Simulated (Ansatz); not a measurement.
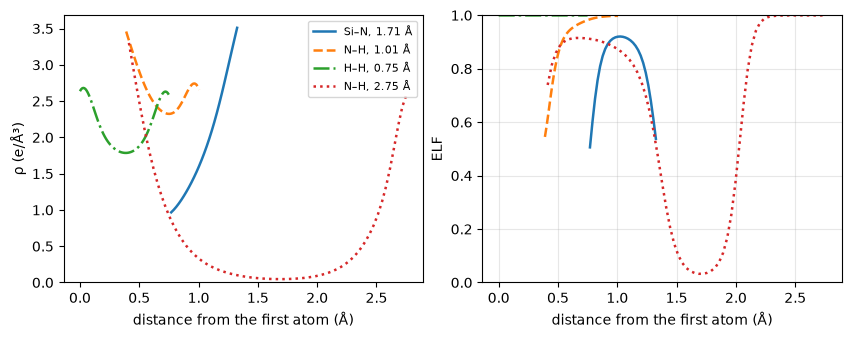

The picture shows: H$_{6}$N$_{2}$Si···H$_{2}$. Electron density and electron localisation function along straight lines between neighbouring atoms. The curves leave out the atomic cores.

The product side of a reaction path; geometry: PBE0-D4/def2-TZVP.

The calculation used Ansatz 0.2.0, RKS PBE0-D4/def2-TZVPP.

```yaml
atoms:
  - { symbol: Si, position_ang: [-0.4812, -0.9545, -0.1490] }
  - { symbol: H, position_ang: [0.3257, 2.9477, 0.6959] }
  - { symbol: H, position_ang: [-0.3364, -2.4136, -0.4275] }
  - { symbol: H, position_ang: [-1.9384, -0.6502, -0.0466] }
  - { symbol: N, position_ang: [0.4692, -0.7136, 1.2519] }
  - { symbol: H, position_ang: [0.2825, 2.3879, 0.2000] }
  - { symbol: N, position_ang: [0.0655, 0.1296, -1.3592] }
  - { symbol: H, position_ang: [0.6385, -1.4707, 1.8921] }
  - { symbol: H, position_ang: [0.5240, 0.1848, 1.7030] }
  - { symbol: H, position_ang: [-0.5672, 0.4474, -2.0746] }
  - { symbol: H, position_ang: [1.0179, 0.1050, -1.6859] }
```

> What can be read from the curves?

Si–N (1.71 Å): the density is about 1.1 e/Å³ at the midpoint; the ELF peaks at about 0.90 between the atoms (a shared but strongly polarised pair).
N–H (1.01 Å): ρ at the midpoint is about 2.9 e/Å³; the ELF climbs to about 1 towards the hydrogen, as it does in any bond to H; a covalent bond by its length.
H–H (0.75 Å): the density is about 1.8 e/Å³ at the midpoint; the ELF peaks at about 1 between the atoms.
N7···H6 (2.75 Å): the density falls to about 0.05 e/Å³ on the way; the ELF dips to about 0.05 between them (a weak contact between the two molecules).
